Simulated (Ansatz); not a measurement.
# CH2PSi (doublet): what the fields show

The calculation's input:

```
crystal:
  periodic: [false, false, false]
  atoms:
    - {symbol: C, position_ang: [-1.771014, 0.546201, -0.207846]}
    - {symbol: P, position_ang: [-0.941332, 0.249403, 1.434685]}
    - {symbol: Si, position_ang: [-2.070602, 2.121576, 0.830168]}
    - {symbol: H, position_ang: [-2.623343, -0.113994, -0.445936]}
    - {symbol: H, position_ang: [-1.103045, 0.596232, -1.085522]}
basis:
  gaussian:
    orbitals: def2-TZVPD
hamiltonian:
  xc: pbe0
magnetization:
  spin_polarized: true
  initial_magnetization: 1
output: {forces: true, orbitals: {seedname: orbitals}}
```

Command:

```sh
ansatz run input.yaml --threads 1 --pin off --max-ram 2610MiB --events-out events.jsonl --progress --plain --runs-dir runs
```

Geometry: B3LYP-D3(BJ)/def2-SVP.

Level of theory: isolated molecule in a Gaussian basis; Kohn-Sham density functional theory, functional PBE0 (Ansatz 0.2.0).

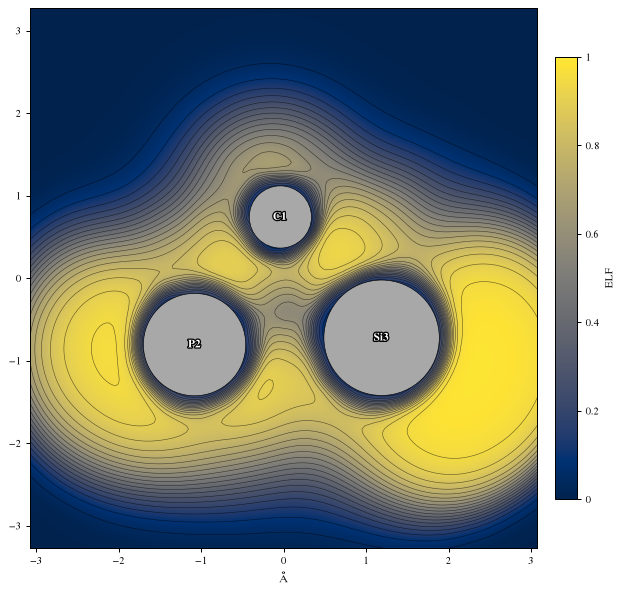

Figure 1. Electron localisation function on the plane of atoms C1, Si3 and P2. Grey discs cover the atomic cores.

> Interpret the plot.

The section cuts through C, P and Si sites. C–P (1.86 Å): the ELF peaks at about 0.90 between the atoms; a covalent bond. C–Si (1.91 Å): the ELF peaks at about 0.90 between the atoms: localised, covalent bonding. Si–P (2.27 Å): the ELF peaks at about 0.75 between the atoms. The ELF also peaks beside Si3 and P2, away from the bonds: non-bonding electrons, paired or unpaired.

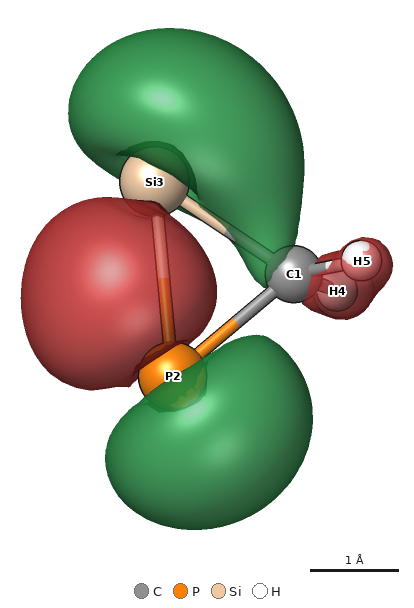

Figure 2. The HOMO (α) at ±0.1 Å⁻³ᐟ² (green and red are the two phases), seen at a tilt.

> Describe this orbital and give its energy.

It lies mainly on P2 (about 50 %), Si3 (about 40 %) and C1 (about 5 %). Its energy is −6.73 eV.
